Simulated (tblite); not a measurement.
Geometry relaxation, with input and output: AlH$_{2}$BrO$_{2}$ (part 2 of 2)

The same run, continued: AlH$_{2}$BrO$_{2}$, SMILES [OH][Al]([OH])[Br]; GFN2-xTB geometry optimisation, gas phase (tblite 0.8.0). 

Geometry of the input (Å):
```
O  -2.4487  -0.0675  2.3527
Al -0.7109  -0.3904  1.7635
O  -0.5084  -1.7857  0.5140
Br 0.6717  1.5176  1.4243
H  -2.7822  0.7961  2.6634
H  0.1612  -1.8020  -0.1871
```

### Trajectory as extended XYZ, continued
```
6
Properties=species:S:1:pos:R:3:forces:R:3 step=23 energy=-394.64562
O    -2.1700    0.1640    2.2303   -0.0160  -0.0120   0.0460
Al   -0.7882   -0.0968    1.3996    0.0530  -0.0120   0.0280
O    -0.3874   -1.4061    0.5079    0.0260  -0.0560   0.0200
Br    0.7676    1.5118    1.5376   -0.0040   0.0190  -0.0210
H    -2.9251    0.2948    2.7812   -0.0270   0.0190  -0.0380
H    -0.1142   -2.1995    0.0744   -0.0320   0.0430  -0.0360
6
Properties=species:S:1:pos:R:3:forces:R:3 step=24 energy=-394.64653
O    -2.1664    0.1671    2.2332    0.0590  -0.0290  -0.0080
Al   -0.7840   -0.0969    1.4036    0.0460  -0.0110   0.0190
O    -0.3809   -1.4055    0.5111   -0.0220   0.0760   0.0930
Br    0.7686    1.5150    1.5358   -0.0060   0.0130  -0.0180
H    -2.9286    0.2877    2.7738   -0.0900   0.0320   0.0140
H    -0.1261   -2.1993    0.0734    0.0140  -0.0810  -0.0990
6
Properties=species:S:1:pos:R:3:forces:R:3 step=25 energy=-394.64741
O    -2.1600    0.1734    2.2378    0.1050  -0.0420  -0.0410
Al   -0.7772   -0.0949    1.4079    0.0120   0.0160   0.0400
O    -0.3699   -1.4021    0.5159   -0.0210   0.0500   0.0730
Br    0.7715    1.5208    1.5336   -0.0080   0.0080  -0.0160
H    -2.9352    0.2736    2.7630   -0.1070   0.0380   0.0320
H    -0.1464   -2.2025    0.0727    0.0180  -0.0700  -0.0880
6
Properties=species:S:1:pos:R:3:forces:R:3 step=26 energy=-394.64866
O    -2.1517    0.1765    2.2469    0.1130  -0.0450  -0.0570
Al   -0.7697   -0.0955    1.4160    0.0040   0.0170   0.0360
O    -0.3566   -1.4032    0.5268   -0.0370   0.0720   0.0720
Br    0.7724    1.5266    1.5293   -0.0060   0.0050  -0.0110
H    -2.9443    0.2649    2.7476   -0.1060   0.0380   0.0440
H    -0.1673   -2.2012    0.0644    0.0310  -0.0870  -0.0850
6
Properties=species:S:1:pos:R:3:forces:R:3 step=27 energy=-394.64967
O    -2.1485    0.1718    2.2555    0.1570  -0.0480  -0.0930
Al   -0.7666   -0.1005    1.4239   -0.0050   0.0150   0.0320
O    -0.3519   -1.4100    0.5378   -0.0500   0.1080   0.0780
Br    0.7695    1.5280    1.5250   -0.0020   0.0040  -0.0060
H    -2.9495    0.2730    2.7382   -0.1400   0.0370   0.0760
H    -0.1704   -2.1942    0.0506    0.0410  -0.1160  -0.0870
6
Properties=species:S:1:pos:R:3:forces:R:3 step=28 energy=-394.65046
O    -2.1451    0.1665    2.2631    0.0400  -0.0260  -0.0340
Al   -0.7641   -0.1052    1.4315    0.0130  -0.0020   0.0070
O    -0.3487   -1.4169    0.5481   -0.0430   0.0600   0.0310
Br    0.7666    1.5291    1.5208    0.0020   0.0040  -0.0010
H    -2.9553    0.2828    2.7311   -0.0410   0.0180   0.0280
H    -0.1706   -2.1881    0.0363    0.0290  -0.0540  -0.0320
6
Properties=species:S:1:pos:R:3:forces:R:3 step=29 energy=-394.65108
O    -2.1525    0.1514    2.2647    0.0170  -0.0080  -0.0180
Al   -0.7697   -0.1151    1.4351    0.0070  -0.0040  -0.0020
O    -0.3621   -1.4290    0.5520   -0.0270   0.0450   0.0140
Br    0.7592    1.5224    1.5189    0.0060   0.0040   0.0020
H    -2.9516    0.3150    2.7389   -0.0150  -0.0010   0.0130
H    -0.1406   -2.1766    0.0213    0.0120  -0.0350  -0.0080
6
Properties=species:S:1:pos:R:3:forces:R:3 step=30 energy=-394.65126
O    -2.1544    0.1534    2.2605    0.0260  -0.0120  -0.0160
Al   -0.7709   -0.1130    1.4318    0.0040   0.0000   0.0010
O    -0.3649   -1.4258    0.5466   -0.0210   0.0390   0.0200
Br    0.7605    1.5218    1.5208    0.0030   0.0040   0.0000
H    -2.9491    0.3117    2.7436   -0.0210   0.0020   0.0100
H    -0.1384   -2.1799    0.0275    0.0100  -0.0330  -0.0150
6
Properties=species:S:1:pos:R:3:forces:R:3 step=31 energy=-394.65131
O    -2.1552    0.1539    2.2587    0.0080  -0.0080  -0.0010
Al   -0.7714   -0.1122    1.4306    0.0020   0.0050   0.0030
O    -0.3665   -1.4244    0.5444   -0.0070   0.0000  -0.0010
Br    0.7611    1.5218    1.5216    0.0020   0.0030   0.0000
H    -2.9483    0.3107    2.7458   -0.0030   0.0000  -0.0040
H    -0.1370   -2.1817    0.0298   -0.0020   0.0010   0.0040
6
Properties=species:S:1:pos:R:3:forces:R:3 step=32 energy=-394.65131
O    -2.1547    0.1545    2.2588    0.0040  -0.0080   0.0010
Al   -0.7709   -0.1117    1.4308    0.0030   0.0030   0.0010
O    -0.3658   -1.4239    0.5444   -0.0080   0.0010   0.0000
Br    0.7615    1.5223    1.5215    0.0020   0.0020   0.0000
H    -2.9488    0.3092    2.7451    0.0000   0.0000  -0.0050
H    -0.1386   -2.1822    0.0302   -0.0010   0.0010   0.0040
6
Properties=species:S:1:pos:R:3:forces:R:3 step=33 energy=-394.65132
O    -2.1541    0.1547    2.2591   -0.0010  -0.0070   0.0040
Al   -0.7703   -0.1115    1.4311    0.0040   0.0020  -0.0010
O    -0.3654   -1.4236    0.5447   -0.0080   0.0000  -0.0010
Br    0.7618    1.5228    1.5214    0.0020   0.0020   0.0000
H    -2.9492    0.3082    2.7443    0.0040   0.0000  -0.0070
H    -0.1400   -2.1824    0.0303   -0.0010   0.0040   0.0050
6
Properties=species:S:1:pos:R:3:forces:R:3 step=34 energy=-394.65133
O    -2.1533    0.1544    2.2597   -0.0070  -0.0050   0.0070
Al   -0.7694   -0.1109    1.4317    0.0040   0.0000  -0.0030
O    -0.3654   -1.4233    0.5449   -0.0060  -0.0020  -0.0030
Br    0.7623    1.5236    1.5211    0.0020   0.0020   0.0000
H    -2.9498    0.3070    2.7429    0.0080  -0.0010  -0.0080
H    -0.1417   -2.1826    0.0306   -0.0010   0.0060   0.0070
6
Properties=species:S:1:pos:R:3:forces:R:3 step=35 energy=-394.65135
O    -2.1524    0.1533    2.2603   -0.0110  -0.0020   0.0080
Al   -0.7684   -0.1103    1.4321    0.0030  -0.0020  -0.0050
O    -0.3664   -1.4229    0.5450   -0.0040  -0.0030  -0.0030
Br    0.7630    1.5246    1.5210    0.0010   0.0010   0.0010
H    -2.9502    0.3062    2.7413    0.0100  -0.0010  -0.0070
H    -0.1428   -2.1827    0.0312    0.0000   0.0070   0.0060
6
Properties=species:S:1:pos:R:3:forces:R:3 step=36 energy=-394.65137
O    -2.1521    0.1518    2.2605   -0.0070   0.0010   0.0050
Al   -0.7680   -0.1098    1.4320    0.0010  -0.0020  -0.0030
O    -0.3682   -1.4229    0.5448   -0.0010  -0.0020  -0.0020
Br    0.7634    1.5250    1.5210    0.0010   0.0000   0.0000
H    -2.9500    0.3065    2.7407    0.0060  -0.0010  -0.0030
H    -0.1423   -2.1824    0.0319    0.0000   0.0040   0.0030
6
Properties=species:S:1:pos:R:3:forces:R:3 step=37 energy=-394.65137
O    -2.1524    0.1511    2.2604   -0.0020   0.0010   0.0020
Al   -0.7683   -0.1098    1.4317    0.0000  -0.0010  -0.0010
O    -0.3692   -1.4230    0.5445    0.0000  -0.0010  -0.0010
Br    0.7633    1.5248    1.5212    0.0000   0.0000   0.0000
H    -2.9496    0.3073    2.7411    0.0010   0.0000  -0.0010
H    -0.1411   -2.1822    0.0321    0.0000   0.0010   0.0010
```

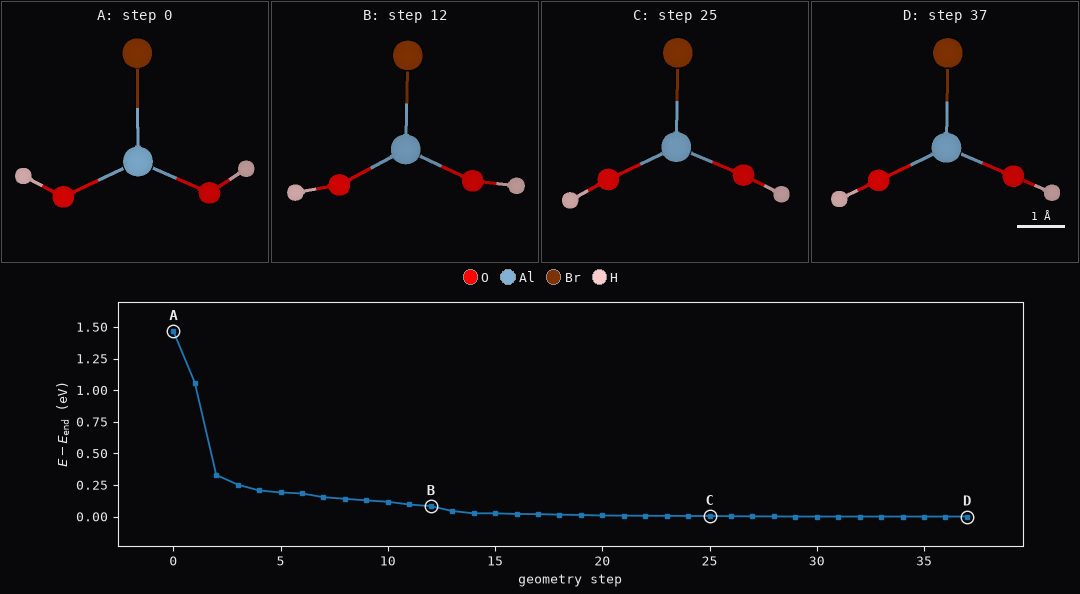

Frames of the relaxation (ball-and-stick view, seen at a tilt) above the curves, on which the letters mark them (steps are counted from 0).

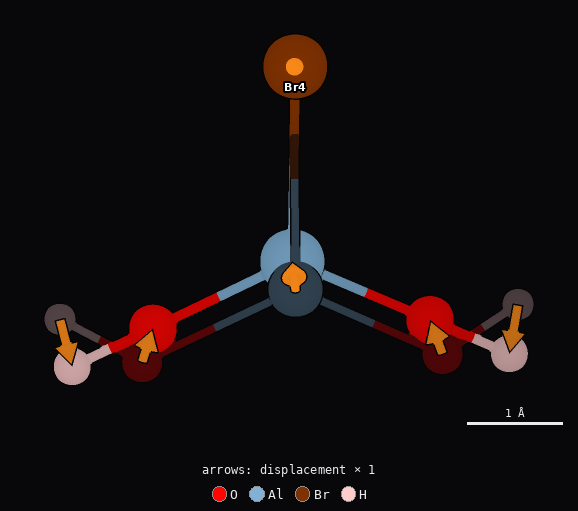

Start (faint) and end (solid) with the displacements as orange arrows, at true length (ball-and-stick view, seen at a tilt). The two geometries are laid on each other by the best rigid fit. The atom that moves furthest after the best rigid fit is H6 (0.53 Å). Largest moves by element: H 0.53 Å, Al 0.43 Å, O 0.39 Å, Br 0.17 Å. Among the contacts that change: Al2–O3 1.884 → 1.634 Å, O1–Al2 1.863 → 1.634 Å, Al2–Br4 2.381 → 2.242 Å, O1–H5 0.977 → 0.944 Å. Among the angles that change: Al2–O3–H6 124.5° → 179.8°, Al2–O1–H5 124.9° → 179.6°, O1–Al2–O3 116.0° → 127.6°. The energy falls by 1.467 eV in 37 geometry steps. Largest force component: 2.7 eV/Å at the start, 0.002 eV/Å at the end. (Atoms are counted from 1 in the order of the input.)

### Key numbers

```json
{"quantity": "outcome", "value": "converged"}
{"quantity": "total energy", "value": "−394.6514 eV"}
{"quantity": "hardware", "value": "1 CPU thread, shared host"}
{"quantity": "wall time", "value": "0.51 s"}
{"quantity": "peak memory", "value": "0.17 GiB"}
```
